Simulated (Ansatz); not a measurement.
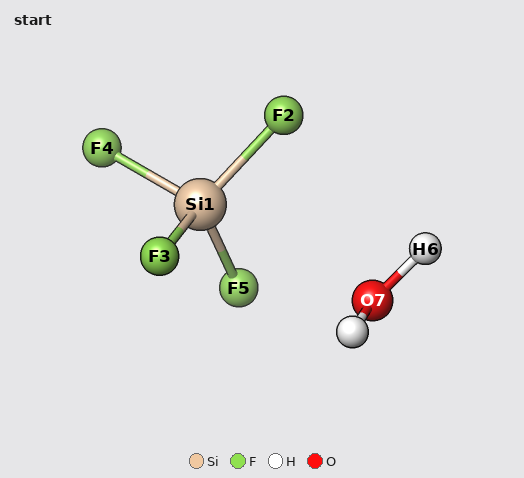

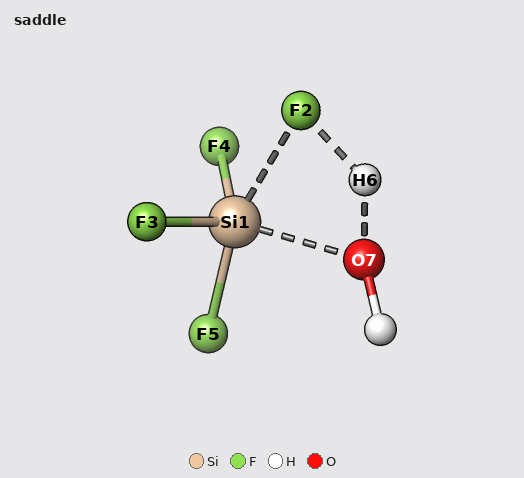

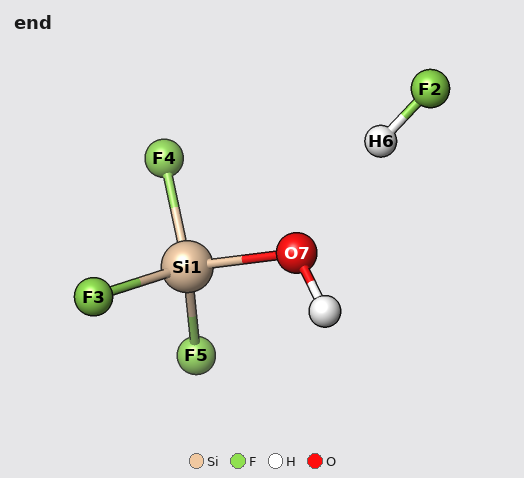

A saddle point and the two end points reached downhill from it. Broken sticks mark bonds that form or break. The species is neutral and a spin singlet. Geometries: PBE0-D4/def2-TZVP; all other levels are single points on them, and energies count from the start as drawn. Program: Ansatz 0.2.0. In CBS estimates cores are frozen, and CCSD(T) − MP2 is taken in the smaller basis.

Question: Which bonds form and which break from start to end?

Answer: Formed: Si1–O7, F2–H6; broken: Si1–F2, H6–O7. At the saddle point Si1···O7 is 1.75 Å, F2···H6 is 1.20 Å, Si1···F2 is 1.88 Å, H6···O7 is 1.16 Å.

Give the electronic barrier and the reaction energy from start to end in kcal/mol (no zero-point energy) with CCSD(T)/CBS (MP2 limit from def2-TZVPP and def2-QZVPP plus CCSD(T) − MP2); CAM-B3LYP-D4/def2-TZVPP; BHLYP-D4/def2-TZVPP; PBE-D4/def2-SVP; direct RPA on PBE orbitals (frozen core)/def2-TZVPP; PBE0-D4/def2-TZVPP; RHF-CCSD(T) (frozen core)/def2-SVP; RHF-CCSD(T) (frozen core)/def2-TZVPP.

```tsv
level	barrier	reaction energy
CCSD(T)/CBS (MP2 limit from def2-TZVPP and def2-QZVPP plus CCSD(T) − MP2)	30.2	+6.6
CAM-B3LYP-D4/def2-TZVPP	27.9	+6.7
BHLYP-D4/def2-TZVPP	32.4	+7.0
PBE-D4/def2-SVP	15.9	+9.2
direct RPA on PBE orbitals (frozen core)/def2-TZVPP	30.2	+7.2
PBE0-D4/def2-TZVPP	26.5	+6.1
RHF-CCSD(T) (frozen core)/def2-SVP	26.3	+8.6
RHF-CCSD(T) (frozen core)/def2-TZVPP	30.2	+6.8
```
